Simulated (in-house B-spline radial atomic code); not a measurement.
# Sn in a hard spherical wall

Aim: energy and levels of Sn squeezed by an impenetrable sphere of shrinking radius. More than one configuration is followed.

Method: non-relativistic LDA (Slater, VWN5), spherical fractional occupations, point nucleus, basis-set limit. Code: in-house B-spline radial atomic code version 1.

## Step 1: Starting point

- element: tin (Z = 50)
- charge: 0
- electrons: 50
- configuration: [Kr] 4d10 5s2 5p2
- Hamiltonian: non-relativistic
- nucleus: point

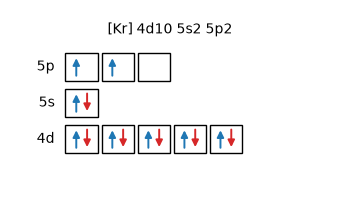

The shells outside the core, filled by Hund's rule for the drawing.

The boxes only draw the filling; these runs are spin-restricted and spherical.

Settings of the run:

```ini
Z = 50
electrons = 50.0
configuration = [Kr] 4d10 5s2 5p2
hamiltonian = nr
method = lda,vwn
spin_polarised = False
```

From the earlier run of the reference: total energy -6019.953353 hartree. Levels, eight at most:

```tsv
orbital	occupation	energy (eV)	<r> (bohr)
3s	2	-792.56	0.3532
3p	6	-683.49	0.3440
3d	10	-480.48	0.3149
4s	2	-123.71	0.8490
4p	6	-87.403	0.8990
4d	10	-27.346	1.090
5s	2	-10.051	2.482
5p	2	-3.931	3.235
```

## Step 2: Wall at 5.47 bohr, configuration [Kr] 4d10 5s2 5p2

Settings: those of step 1 with these lines changed.

```diff
@@ -6 +6,2 @@
 spin_polarised = False
+wall_radius = 5.47
```

From the run's result record (rounded, not every field):

```text
{
  "status": "converged",
  "iterations": 9,
  "energy [hartree]": {"total": -6019.86064762, "kinetic": 6017.00592825, "nuclear": -14323.5675671, "coulomb": 2442.48401447, "xc": -155.783023203},
  "orbitals [hartree, bohr; first row names the columns]": [
    ["name", "occ", "eps", "<r>"],
    ["1s", 2.0, -1026.6717, 0.030449],
    ["2s", 2.0, -151.43565, 0.13155],
    ["2p", 6.0, -141.7325, 0.11214],
    ["3s", 2.0, -29.038105, 0.35323],
    ["3p", 6.0, -25.030014, 0.34402],
    ["3d", 10.0, -17.569419, 0.31489],
    ["4s", 2.0, -4.4598393, 0.84914],
    ["4p", 6.0, -3.1257167, 0.8993],
    ["4d", 10.0, -0.92038694, 1.0936],
    ["5s", 2.0, -0.30091149, 2.407],
    ["5p", 2.0, -0.057476307, 2.75]
  ],
  "sum_r [bohr^k]": {"-1": 286.4714, "1": 35.26064, "2": 53.44617},
  "pressure [GPa]": 8.494742,
  "energy_minus_base [hartree]": 0.0927049284
}
```

Run time: 0.04 s. Hardware: 1 thread, shared host.

energy_minus_base is the energy less that of the reference run. pressure is −dE/dV on the wall, from the slope of the orbitals there.

## Step 3: Wall at 3.23 bohr, configuration [Kr] 4d10 5s2 5p2

Settings: those of step 2 with these lines changed.

```diff
@@ -6,2 +6,2 @@
 spin_polarised = False
-wall_radius = 5.47
+wall_radius = 3.23
```

Main fields:

```text
{
  "status": "converged",
  "iterations": 9,
  "energy [hartree]": {"total": -6018.25453774, "kinetic": 6023.10502041, "nuclear": -14349.1767622, "coulomb": 2464.26102276, "xc": -156.443818707},
  "orbitals [hartree, bohr; first row names the columns]": [
    ["name", "occ", "eps", "<r>"],
    ["1s", 2.0, -1026.1718, 0.030449],
    ["2s", 2.0, -150.95706, 0.13155],
    ["2p", 6.0, -141.25134, 0.11215],
    ["3s", 2.0, -28.57174, 0.35329],
    ["3p", 6.0, -24.563049, 0.3441],
    ["3d", 10.0, -17.101676, 0.31499],
    ["4s", 2.0, -4.0294177, 0.85206],
    ["4p", 6.0, -2.7004671, 0.90443],
    ["4d", 10.0, -0.51306409, 1.0983],
    ["5s", 2.0, 0.23299885, 1.893],
    ["5p", 2.0, 0.6247631, 1.9546]
  ],
  "sum_r [bohr^k]": {"-1": 286.9835, "1": 32.72656, "2": 39.93648},
  "pressure [GPa]": 578.8702,
  "energy_minus_base [hartree]": 1.6988148
}
```

Run time: 0.03 s. Hardware: 1 thread, shared host.

## Step 4: Wall at 2 bohr, configuration [Kr] 4d10 5s2 5p2

Settings: those of step 3 with these lines changed.

```diff
@@ -6,2 +6,2 @@
 spin_polarised = False
-wall_radius = 3.23
+wall_radius = 2.0
```

Main fields:

```text
{
  "status": "converged",
  "iterations": 8,
  "energy [hartree]": {"total": -6003.91843851, "kinetic": 6072.62679769, "nuclear": -14465.9803766, "coulomb": 2549.02607672, "xc": -159.590936303},
  "orbitals [hartree, bohr; first row names the columns]": [
    ["name", "occ", "eps", "<r>"],
    ["1s", 2.0, -1023.895, 0.03045],
    ["2s", 2.0, -148.80023, 0.13159],
    ["2p", 6.0, -139.07443, 0.11218],
    ["3s", 2.0, -26.616145, 0.35421],
    ["3p", 6.0, -22.599294, 0.34522],
    ["3d", 10.0, -15.113543, 0.31656],
    ["4s", 2.0, -2.5599712, 0.86354],
    ["4p", 6.0, -1.2476142, 0.90464],
    ["4d", 10.0, 0.99603796, 0.99129],
    ["5s", 2.0, 3.4806488, 1.2424],
    ["5p", 2.0, 4.29324, 1.2244]
  ],
  "sum_r [bohr^k]": {"-1": 289.3196, "1": 28.94373, "2": 27.5081},
  "pressure [GPa]": 21153.83,
  "energy_minus_base [hartree]": 16.034914
}
```

Wall time 0.03 s (1 thread, shared host).

## Step 5: Wall at 5.47 bohr, configuration [Ar] 3d9 4s2 4p6 4d10 5s2 5p2 5f1

Settings of the run:

```ini
Z = 50
electrons = 50.0
configuration = [Ar] 3d9 4s2 4p6 4d10 5s2 5p2 5f1
hamiltonian = nr
method = lda,vwn
spin_polarised = False
wall_radius = 5.47
```

Main fields:

```text
{
  "status": "converged",
  "iterations": 9,
  "energy [hartree]": {"total": -6000.60319347, "kinetic": 5999.10546546, "nuclear": -14245.8002563, "coulomb": 2400.15806263, "xc": -154.066465229},
  "orbitals [hartree, bohr; first row names the columns]": [
    ["name", "occ", "eps", "<r>"],
    ["1s", 2.0, -1028.2649, 0.03045],
    ["2s", 2.0, -153.05382, 0.1315],
    ["2p", 6.0, -143.36207, 0.1121],
    ["3s", 2.0, -30.108006, 0.35075],
    ["3p", 6.0, -26.126464, 0.34108],
    ["3d", 9.0, -18.766531, 0.31077],
    ["4s", 2.0, -4.8006082, 0.83345],
    ["4p", 6.0, -3.4448747, 0.87787],
    ["4d", 10.0, -1.1794419, 1.0361],
    ["5s", 2.0, -0.36931073, 2.3199],
    ["5p", 2.0, -0.10978735, 2.6635],
    ["5f", 1.0, 1.0471157, 2.494]
  ],
  "sum_r [bohr^k]": {"-1": 284.916, "1": 36.29714, "2": 57.76987},
  "pressure [GPa]": 27.54675,
  "energy_minus_base [hartree]": 19.3501591
}
```

It took 0.04 s on 1 thread, shared host.

## Step 6: Wall at 3.23 bohr, configuration [Ar] 3d9 4s2 4p6 4d10 5s2 5p2 5f1

Settings: those of step 5 with these lines changed.

```diff
@@ -6,2 +6,2 @@
 spin_polarised = False
-wall_radius = 5.47
+wall_radius = 3.23
```

Main fields:

```text
{
  "status": "converged",
  "iterations": 9,
  "energy [hartree]": {"total": -5997.85148286, "kinetic": 6006.21165771, "nuclear": -14275.6151571, "coulomb": 2426.40496632, "xc": -154.852949838},
  "orbitals [hartree, bohr; first row names the columns]": [
    ["name", "occ", "eps", "<r>"],
    ["1s", 2.0, -1027.6782, 0.03045],
    ["2s", 2.0, -152.47669, 0.1315],
    ["2p", 6.0, -142.78494, 0.1121],
    ["3s", 2.0, -29.523512, 0.35081],
    ["3p", 6.0, -25.542032, 0.34115],
    ["3d", 9.0, -18.183228, 0.31083],
    ["4s", 2.0, -4.2801872, 0.83815],
    ["4p", 6.0, -2.9327524, 0.88546],
    ["4d", 10.0, -0.69455676, 1.0542],
    ["5s", 2.0, 0.16886796, 1.8787],
    ["5p", 2.0, 0.5606958, 1.9438],
    ["5f", 1.0, 2.7006874, 1.5871]
  ],
  "sum_r [bohr^k]": {"-1": 285.5123, "1": 33.30531, "2": 41.38098},
  "pressure [GPa]": 821.3272,
  "energy_minus_base [hartree]": 22.1018697
}
```

Wall time 0.04 s (1 thread, shared host).

## Step 7: Wall at 2 bohr, configuration [Ar] 3d9 4s2 4p6 4d10 5s2 5p2 5f1

Settings: those of step 6 with these lines changed.

```diff
@@ -6,2 +6,2 @@
 spin_polarised = False
-wall_radius = 3.23
+wall_radius = 2.0
```

Main fields:

```text
{
  "status": "converged",
  "iterations": 8,
  "energy [hartree]": {"total": -5980.69681117, "kinetic": 6058.66701929, "nuclear": -14394.2633507, "coulomb": 2512.94142403, "xc": -158.041903761},
  "orbitals [hartree, bohr; first row names the columns]": [
    ["name", "occ", "eps", "<r>"],
    ["1s", 2.0, -1025.3617, 0.03045],
    ["2s", 2.0, -150.26569, 0.13152],
    ["2p", 6.0, -140.5571, 0.11213],
    ["3s", 2.0, -27.497351, 0.35177],
    ["3p", 6.0, -23.507492, 0.34229],
    ["3d", 9.0, -16.12342, 0.31236],
    ["4s", 2.0, -2.7774118, 0.8513],
    ["4p", 6.0, -1.4491359, 0.89027],
    ["4d", 10.0, 0.82451247, 0.97301],
    ["5s", 2.0, 3.3491278, 1.2443],
    ["5p", 2.0, 4.1484381, 1.2278],
    ["5f", 1.0, 7.5066694, 1.0698]
  ],
  "sum_r [bohr^k]": {"-1": 287.8853, "1": 29.35356, "2": 28.16106},
  "pressure [GPa]": 23859.15,
  "energy_minus_base [hartree]": 39.2565414
}
```

Wall time 0.03 s (1 thread, shared host).

## Step 8: Wall at 5.47 bohr, configuration [Kr] 4d10 5s1 5p3

Settings of the run:

```ini
Z = 50
electrons = 50.0
configuration = [Kr] 4d10 5s1 5p3
hamiltonian = nr
method = lda,vwn
spin_polarised = False
wall_radius = 5.47
```

Main fields:

```text
{
  "status": "converged",
  "iterations": 9,
  "energy [hartree]": {"total": -6019.61548852, "kinetic": 6016.86214251, "nuclear": -14321.4802103, "coulomb": 2440.74490168, "xc": -155.742322462},
  "orbitals [hartree, bohr; first row names the columns]": [
    ["name", "occ", "eps", "<r>"],
    ["1s", 2.0, -1026.7078, 0.030449],
    ["2s", 2.0, -151.47143, 0.13155],
    ["2p", 6.0, -141.7681, 0.11214],
    ["3s", 2.0, -29.074663, 0.35323],
    ["3p", 6.0, -25.066529, 0.34402],
    ["3d", 10.0, -17.605848, 0.31489],
    ["4s", 2.0, -4.4965242, 0.84906],
    ["4p", 6.0, -3.1622361, 0.89908],
    ["4d", 10.0, -0.95549147, 1.0912],
    ["5s", 1.0, -0.3203178, 2.3908],
    ["5p", 3.0, -0.073421778, 2.7327]
  ],
  "sum_r [bohr^k]": {"-1": 286.4296, "1": 35.50942, "2": 54.84329},
  "pressure [GPa]": 9.912619,
  "energy_minus_base [hartree]": 0.33786402
}
```

Run time: 0.04 s. Hardware: 1 thread, shared host.

## Step 9: Wall at 3.23 bohr, configuration [Kr] 4d10 5s1 5p3

Settings: those of step 8 with these lines changed.

```diff
@@ -6,2 +6,2 @@
 spin_polarised = False
-wall_radius = 5.47
+wall_radius = 3.23
```

Main fields:

```text
{
  "status": "converged",
  "iterations": 9,
  "energy [hartree]": {"total": -6017.86259105, "kinetic": 6023.24551922, "nuclear": -14348.5017601, "coulomb": 2463.82632687, "xc": -156.432677},
  "orbitals [hartree, bohr; first row names the columns]": [
    ["name", "occ", "eps", "<r>"],
    ["1s", 2.0, -1026.1754, 0.030449],
    ["2s", 2.0, -150.96324, 0.13155],
    ["2p", 6.0, -141.25683, 0.11215],
    ["3s", 2.0, -28.58029, 0.3533],
    ["3p", 6.0, -24.57146, 0.34411],
    ["3d", 10.0, -17.109956, 0.315],
    ["4s", 2.0, -4.0405928, 0.85211],
    ["4p", 6.0, -2.7116994, 0.90445],
    ["4d", 10.0, -0.52405046, 1.0977],
    ["5s", 1.0, 0.2256055, 1.8922],
    ["5p", 3.0, 0.6177356, 1.9539]
  ],
  "sum_r [bohr^k]": {"-1": 286.97, "1": 32.7805, "2": 40.17107},
  "pressure [GPa]": 615.8132,
  "energy_minus_base [hartree]": 2.0907615
}
```

Wall time 0.05 s (1 thread, shared host).

## Step 10: Wall at 2 bohr, configuration [Kr] 4d10 5s1 5p3

Settings: those of step 9 with these lines changed.

```diff
@@ -6,2 +6,2 @@
 spin_polarised = False
-wall_radius = 3.23
+wall_radius = 2.0
```

Main fields:

```text
{
  "status": "converged",
  "iterations": 8,
  "energy [hartree]": {"total": -6003.10564592, "kinetic": 6072.96256318, "nuclear": -14466.2247436, "coulomb": 2549.76883323, "xc": -159.612298694},
  "orbitals [hartree, bohr; first row names the columns]": [
    ["name", "occ", "eps", "<r>"],
    ["1s", 2.0, -1023.8556, 0.03045],
    ["2s", 2.0, -148.77306, 0.13159],
    ["2p", 6.0, -139.04435, 0.11219],
    ["3s", 2.0, -26.599016, 0.35424],
    ["3p", 6.0, -22.581598, 0.34525],
    ["3d", 10.0, -15.095332, 0.31661],
    ["4s", 2.0, -2.5538645, 0.86392],
    ["4p", 6.0, -1.242064, 0.9051],
    ["4d", 10.0, 1.0003625, 0.99187],
    ["5s", 1.0, 3.4830782, 1.2423],
    ["5p", 3.0, 4.2960725, 1.2242]
  ],
  "sum_r [bohr^k]": {"-1": 289.3245, "1": 28.93556, "2": 27.50046},
  "pressure [GPa]": 21490.03,
  "energy_minus_base [hartree]": 16.8477066
}
```

It took 0.03 s on 1 thread, shared host.

## Step 11: Results

| configuration | radius (bohr) | energy above the free system (eV) | pressure (GPa) | highest level (eV) |
| --- | --- | --- | --- | --- |
| [Kr] 4d10 5s2 5p2 | 5.47 | 2.523 | 8.49 | -1.564 (5p) |
| [Kr] 4d10 5s2 5p2 | 3.23 | 46.227 | 579 | 17.001 (5p) |
| [Kr] 4d10 5s2 5p2 | 2 | 436.33 | 21154 | 116.83 (5p) |
| [Ar] 3d9 4s2 4p6 4d10 5s2 5p2 5f1 | 5.47 | 526.54 | 27.5 | 28.493 (5f) |
| [Ar] 3d9 4s2 4p6 4d10 5s2 5p2 5f1 | 3.23 | 601.42 | 821 | 73.489 (5f) |
| [Ar] 3d9 4s2 4p6 4d10 5s2 5p2 5f1 | 2 | 1068.22 | 23859 | 204.27 (5f) |
| [Kr] 4d10 5s1 5p3 | 5.47 | 9.194 | 9.91 | -1.998 (5p) |
| [Kr] 4d10 5s1 5p3 | 3.23 | 56.893 | 616 | 16.809 (5p) |
| [Kr] 4d10 5s1 5p3 | 2 | 458.45 | 21490 | 116.90 (5p) |

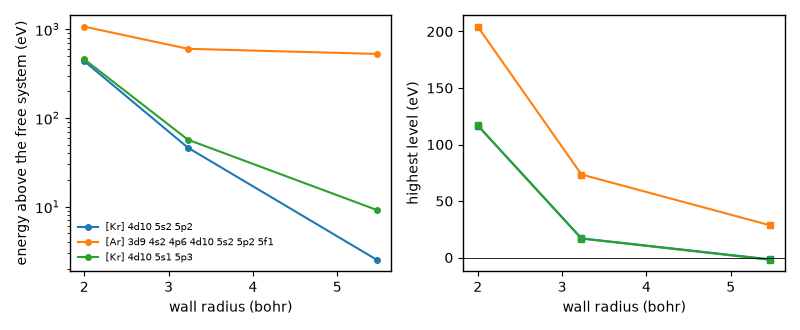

Energy above the free reference (left, logarithmic; it includes the excitation energy of the other configurations) and the highest occupied level (right).

For [Kr] 4d10 5s2 5p2 the energy above the free reference is 2.523 eV at 5.47 bohr and 436.33 eV at 2 bohr, where the electrons press on it with 21154 GPa. Its highest level passes zero between 5.47 and 3.23 bohr; in smaller spheres the level is positive, pushed up by confinement, and the wall keeps the electron in. Of [Kr] 4d10 5s2 5p2 and [Ar] 3d9 4s2 4p6 4d10 5s2 5p2 5f1, the first stays lower at every radius that both share. At 2 bohr the lowest of all 3 is [Kr] 4d10 5s2 5p2. A hard wall is a crude model of an atom's surroundings.
